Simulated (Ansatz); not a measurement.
# Mo: a strain scan, part 2 of 2

The task, for Mo: see how energy and stress answer to the strain pattern (0, 1, 0, 0, 0, 0).

Ansatz 0.2.0; DFT PBEsol, scalar-relativistic, plane waves, PAW. Earlier steps stand in the parts before.

## 8. At ε = 0.0150

The COD entry's cell or inner coordinates are ideal or old and differ from later refinements, so a difference from it is no clean test against experiment.

input.yaml

```yaml
crystal:
  lattice:
    - [-1.571, 1.594565, 1.571]
    - [1.571, -1.594565, 1.571]
    - [1.571, 1.594565, -1.571]
  atoms:
    - { symbol: Mo, position: [0.0, 0.0, 0.0] }
basis:
  ecutwfc: 300.0
kpoints:
  mp_grid: { grid: [12, 12, 12] }
hamiltonian:
  xc: pbesol
scf:
  occupations: { method: gaussian, width: 0.15 }
output:
  forces: true
  stress: true
  eigenvalues: true
```

The run is started by

```bash
> ansatz run input.yaml --threads 1 --pin off --max-ram 2560MiB --backend cpu --events-out ev --progress --plain --runs-dir out
```

The log of the run, cut to the lines that bear on the results:

```text
[...]
SCF converged after 6 iterations
Free energy (F): -4897.418165 eV
[...]
E sigma→0 (E₀):  -4897.416576 eV
Entropy (-TS):   -0.003178 eV (-3.178 meV/atom)
Fermi energy:    20.745197 eV
[...]
--- Forces (eV/Å), atoms counted from 1 ---
  atom   1  Mo     0.00000000    -0.00000000     0.00000000
[...]
--- Stress (GPa, compression-positive) ---
       -5.601030       0.000000       0.000000
        0.000000     -10.809848       0.000000
        0.000000      -0.000000      -5.601030
  P = ⅓ Tr σ = -7.3373 GPa (-73.373 kbar)
--- Band table (eV; the first three rows and the last of 163) ---
  k-point 0: bands = ["-40.4367", "-13.7191", "-13.7107", "-13.7107", "13.5509", "19.3954", "19.3954", "19.5668", "22.3261", "22.5316", "35.2992"]
[...]
```

Run time: 5.4 s. Hardware: 1 thread of Intel Xeon Platinum 8259CL at 2.50GHz (Skylake/Cascade Lake), shared host; peak memory 0.33 GiB.

## 9. At ε = 0.0600

input.yaml, as its differences from that of step 8:

```diff
@@ -2,5 +2,5 @@
   lattice:
-    - [-1.571, 1.594565, 1.571]
-    - [1.571, -1.594565, 1.571]
-    - [1.571, 1.594565, -1.571]
+    - [-1.571, 1.66526, 1.571]
+    - [1.571, -1.66526, 1.571]
+    - [1.571, 1.66526, -1.571]
   atoms:
```

The run is started by

```bash
> ansatz run input.yaml --threads 1 --pin off --max-ram 2560MiB --backend cpu --events-out ev --progress --plain --runs-dir out
```

The log of the run, cut to the lines that bear on the results:

```text
[...]
SCF converged after 6 iterations
Free energy (F): -4897.330912 eV
[...]
E sigma→0 (E₀):  -4897.328490 eV
Entropy (-TS):   -0.004844 eV (-4.844 meV/atom)
Fermi energy:    19.713997 eV
[...]
--- Forces (eV/Å), atoms counted from 1 ---
  atom   1  Mo    -0.00000000    -0.00000000     0.00000000
[...]
--- Stress (GPa, compression-positive) ---
      -11.244151       0.000000       0.000000
        0.000000     -28.156204      -0.000000
        0.000000      -0.000000     -11.244151
  P = ⅓ Tr σ = -16.8815 GPa (-168.815 kbar)
--- Band table (eV; the first three rows and the last of 163) ---
  k-point 0: bands = ["-41.4684", "-14.8493", "-14.8313", "-14.8313", "12.6640", "18.3236", "18.3236", "18.9288", "20.8992", "21.6522", "33.7274"]
[...]
```

Wall time 1.4 s (1 thread of Intel Xeon Platinum 8259CL at 2.50GHz (Skylake/Cascade Lake), shared host); peak memory 0.34 GiB.

## 10. Point ε = -0.0450

input.yaml, as its differences from that of step 9:

```diff
@@ -2,5 +2,5 @@
   lattice:
-    - [-1.571, 1.66526, 1.571]
-    - [1.571, -1.66526, 1.571]
-    - [1.571, 1.66526, -1.571]
+    - [-1.571, 1.500305, 1.571]
+    - [1.571, -1.500305, 1.571]
+    - [1.571, 1.500305, -1.571]
   atoms:
```

The run is started by

```bash
> ansatz run input.yaml --threads 1 --pin off --max-ram 2560MiB --backend cpu --events-out ev --progress --plain --runs-dir out
```

The log of the run, cut to the lines that bear on the results:

```text
Warning: basis.ecutwfc = 300 eV is below the records' recommended 420 eV, and the density's cutoff is lower with it unless basis.ecutrho_ratio is high enough to keep the records' density cutoff: compare with a run at a higher cutoff
Warning: RAYON_NUM_THREADS=1 ignored (pool sized by the plan → 1); use --threads N
[...]
[... 3 set-up lines as earlier in the session ...]
[...]
Crystal: 1 atoms, lattice volume = 14.811 Å³
Basis set: ecut = 300 eV, 177 PW (Γ), exchange–correlation on 32×32×32 points (8 copies of the dense FFT grid, shifted against one another)
Bands: 11, of which v1, the nominal top of the filled ones, is band 7 counted from 1 (6 counted from 0)
[... 2 set-up lines as earlier in the session ...]
k-points: 163 of 1728
[...]
SCF iter   1: F=—  HF=-4897.389997 eV  |F-HF|=—  |Δ(HF+E_count)|=         —  Δρ=6.74e-3  dr2=5.05e-3  ethr=1.77e-3  ⟨swp⟩=4.9  Hψ=9567  notcnv=0
[...]
SCF iter   6: F=-4897.387607 eV  HF=-4897.387607 eV  |F-HF|=2.73e-12  |Δ(HF+E_count)|=  1.53e-10  Δρ=2.91e-7  dr2=4.70e-12  ethr=3.99e-12  ⟨swp⟩=1.3  Hψ=5526  notcnv=0
[...]
SCF converged after 6 iterations
Free energy (F): -4897.387607 eV
[...]
E sigma→0 (E₀):  -4897.385328 eV
Entropy (-TS):   -0.004558 eV (-4.558 meV/atom)
Fermi energy:    22.248760 eV
[...]
--- Forces (eV/Å), atoms counted from 1 ---
  atom   1  Mo     0.00000000     0.00000000    -0.00000000
[...]
--- Stress (GPa, compression-positive) ---
        4.263286      -0.000000       0.000000
        0.000000      23.391359      -0.000000
        0.000000      -0.000000       4.263286
  P = ⅓ Tr σ = 10.6393 GPa (106.393 kbar)
--- Band table (eV; the first three rows and the last of 163) ---
  k-point 0: bands = ["-38.9251", "-12.0596", "-12.0596", "-12.0326", "14.8853", "20.4834", "21.0669", "21.0669", "23.6608", "24.4252", "36.8020"]
[...]
```

Wall time 1.4 s (1 thread of Intel Xeon Platinum 8259CL at 2.50GHz (Skylake/Cascade Lake), shared host); peak memory 0.34 GiB.

## 11. At ε = 0.0300

input.yaml, as its differences from that of step 10:

```diff
@@ -2,5 +2,5 @@
   lattice:
-    - [-1.571, 1.500305, 1.571]
-    - [1.571, -1.500305, 1.571]
-    - [1.571, 1.500305, -1.571]
+    - [-1.571, 1.61813, 1.571]
+    - [1.571, -1.61813, 1.571]
+    - [1.571, 1.61813, -1.571]
   atoms:
```

The run is started by

```bash
> ansatz run input.yaml --threads 1 --pin off --max-ram 2560MiB --backend cpu --events-out ev --progress --plain --runs-dir out
```

The log of the run, cut to the lines that bear on the results:

```text
[...]
SCF converged after 6 iterations
Free energy (F): -4897.398038 eV
[...]
E sigma→0 (E₀):  -4897.396308 eV
Entropy (-TS):   -0.003461 eV (-3.461 meV/atom)
Fermi energy:    20.391688 eV
[...]
--- Forces (eV/Å), atoms counted from 1 ---
  atom   1  Mo     0.00000000     0.00000000    -0.00000000
[...]
--- Stress (GPa, compression-positive) ---
       -7.564665       0.000000       0.000000
        0.000000     -17.308135       0.000000
        0.000000      -0.000000      -7.564665
  P = ⅓ Tr σ = -10.8125 GPa (-108.125 kbar)
--- Band table (eV; the first three rows and the last of 163) ---
  k-point 0: bands = ["-40.7893", "-14.1069", "-14.0939", "-14.0939", "13.2457", "19.0239", "19.0239", "19.3501", "21.8403", "22.2417", "34.7567"]
[...]
```

It took 1.4 s on 1 thread of Intel Xeon Platinum 8259CL at 2.50GHz (Skylake/Cascade Lake), shared host; peak memory 0.33 GiB.

## 12. At ε = -0.0150

input.yaml, as its differences from that of step 11:

```diff
@@ -2,5 +2,5 @@
   lattice:
-    - [-1.571, 1.61813, 1.571]
-    - [1.571, -1.61813, 1.571]
-    - [1.571, 1.61813, -1.571]
+    - [-1.571, 1.547435, 1.571]
+    - [1.571, -1.547435, 1.571]
+    - [1.571, 1.547435, -1.571]
   atoms:
```

The run is started by

```bash
> ansatz run input.yaml --threads 1 --pin off --max-ram 2560MiB --backend cpu --events-out ev --progress --plain --runs-dir out
```

The log of the run, cut to the lines that bear on the results:

```text
[...]
SCF converged after 6 iterations
Free energy (F): -4897.427369 eV
[...]
E sigma→0 (E₀):  -4897.425873 eV
Entropy (-TS):   -0.002993 eV (-2.993 meV/atom)
Fermi energy:    21.478760 eV
[...]
--- Forces (eV/Å), atoms counted from 1 ---
  atom   1  Mo     0.00000000     0.00000000     0.00000000
[...]
--- Stress (GPa, compression-positive) ---
       -1.167399      -0.000000       0.000000
        0.000000       4.718074      -0.000000
        0.000000       0.000000      -1.167399
  P = ⅓ Tr σ = 0.7944 GPa (7.944 kbar)
--- Band table (eV; the first three rows and the last of 163) ---
  k-point 0: bands = ["-39.7024", "-12.9101", "-12.9101", "-12.9031", "14.1947", "20.0142", "20.1941", "20.1941", "23.1084", "23.3437", "36.1685"]
[...]
```

It took 1.4 s on 1 thread of Intel Xeon Platinum 8259CL at 2.50GHz (Skylake/Cascade Lake), shared host; peak memory 0.33 GiB.

## 13. ε = 0.0525

input.yaml, as its differences from that of step 12:

```diff
@@ -2,5 +2,5 @@
   lattice:
-    - [-1.571, 1.547435, 1.571]
-    - [1.571, -1.547435, 1.571]
-    - [1.571, 1.547435, -1.571]
+    - [-1.571, 1.6534775, 1.571]
+    - [1.571, -1.6534775, 1.571]
+    - [1.571, 1.6534775, -1.571]
   atoms:
```

The run is started by

```bash
> ansatz run input.yaml --threads 1 --pin off --max-ram 2560MiB --backend cpu --events-out ev --progress --plain --runs-dir out
```

The log of the run, cut to the lines that bear on the results:

```text
Warning: basis.ecutwfc = 300 eV is below the records' recommended 420 eV, and the density's cutoff is lower with it unless basis.ecutrho_ratio is high enough to keep the records' density cutoff: compare with a run at a higher cutoff
Warning: RAYON_NUM_THREADS=1 ignored (pool sized by the plan → 1); use --threads N
[...]
[... 3 set-up lines as earlier in the session ...]
[...]
Crystal: 1 atoms, lattice volume = 16.323 Å³
Basis set: ecut = 300 eV, 193 PW (Γ), exchange–correlation on 32×32×32 points (8 copies of the dense FFT grid, shifted against one another)
Bands: 11, of which v1, the nominal top of the filled ones, is band 7 counted from 1 (6 counted from 0)
[... 2 set-up lines as earlier in the session ...]
k-points: 163 of 1728
[...]
SCF iter   1: F=—  HF=-4897.353129 eV  |F-HF|=—  |Δ(HF+E_count)|=         —  Δρ=6.16e-3  dr2=5.19e-3  ethr=1.77e-3  ⟨swp⟩=4.9  Hψ=9444  notcnv=0
[...]
SCF iter   6: F=-4897.350698 eV  HF=-4897.350698 eV  |F-HF|=3.64e-12  |Δ(HF+E_count)|=  4.00e-11  Δρ=3.59e-7  dr2=7.85e-12  ethr=3.04e-12  ⟨swp⟩=1.3  Hψ=5400  notcnv=0
[...]
SCF converged after 6 iterations
Free energy (F): -4897.350698 eV
[...]
E sigma→0 (E₀):  -4897.348485 eV
Entropy (-TS):   -0.004425 eV (-4.425 meV/atom)
Fermi energy:    19.879978 eV
[...]
--- Forces (eV/Å), atoms counted from 1 ---
  atom   1  Mo    -0.00000000    -0.00000000    -0.00000000
[...]
--- Stress (GPa, compression-positive) ---
      -10.347525       0.000000       0.000000
        0.000000     -25.704231      -0.000000
        0.000000      -0.000000     -10.347525
  P = ⅓ Tr σ = -15.4664 GPa (-154.664 kbar)
--- Band table (eV; the first three rows and the last of 163) ---
  k-point 0: bands = ["-41.3018", "-14.6679", "-14.6511", "-14.6511", "12.8056", "18.4920", "18.4920", "19.0327", "21.1265", "21.8004", "33.9737"]
[...]
```

Run time: 1.4 s. Hardware: 1 thread of Intel Xeon Platinum 8259CL at 2.50GHz (Skylake/Cascade Lake), shared host; peak memory 0.34 GiB.

## 14. The scan collected

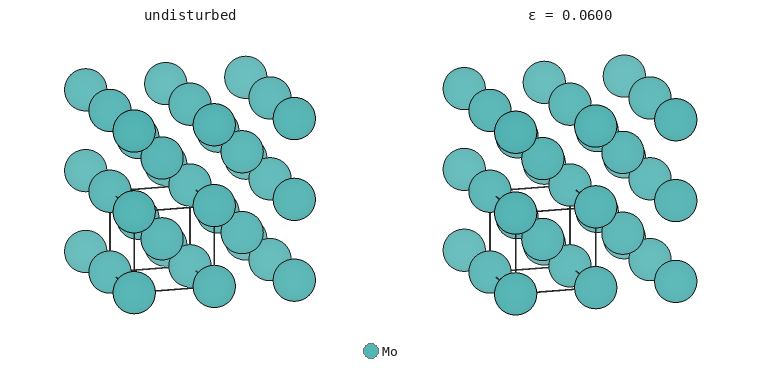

The undisturbed cell and the costliest point of the scan, at one scale, with neighbouring cells.

All points in order; energies are free energies above the reference cell:

```
      ε  ΔE (meV/atom)  stress on the pattern (GPa)  pressure (GPa)
-0.0600           82.7                       -33.06            16.2
-0.0450           41.5                       -23.39            10.6
-0.0300           14.4                       -13.76             5.5
-0.0150            1.7                        -4.72             0.8
 0.0000            0.0                         3.46            -3.5
 0.0150           10.9                        10.81            -7.3
 0.0300           31.0                        17.31           -10.8
 0.0450           60.8                        23.13           -14.0
 0.0525           78.4                        25.70           -15.5
 0.0600           98.2                        28.16           -16.9
```

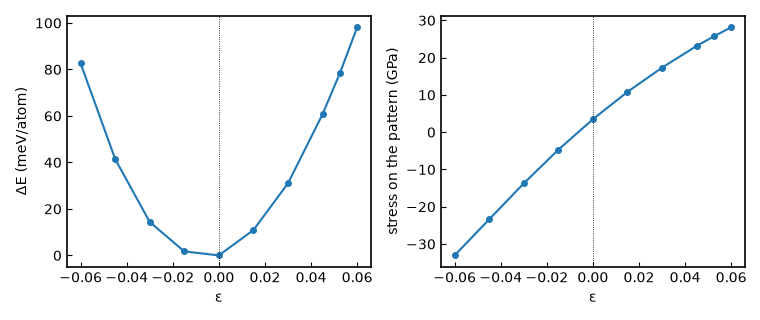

ΔE and stress on the pattern along the scan.

## 15. Summary of results

The summary covers parts 1 to 2.

| quantity | value |
| --- | --- |
| slope of the stress at ε = 0, over ±0.0150 | 518 GPa |

**Reading.** The settings of these runs were drawn from a wide range and may not be converged. The slope of the stress at zero strain, 518 GPa, estimates C22 with clamped ions in this Cartesian frame. The reference stands under -3.5 GPa, so this is no zero-stress constant. No sampled point lies below the undisturbed cell. In some runs cutoff or mesh lie under the advised values, so their numbers carry a basis error.
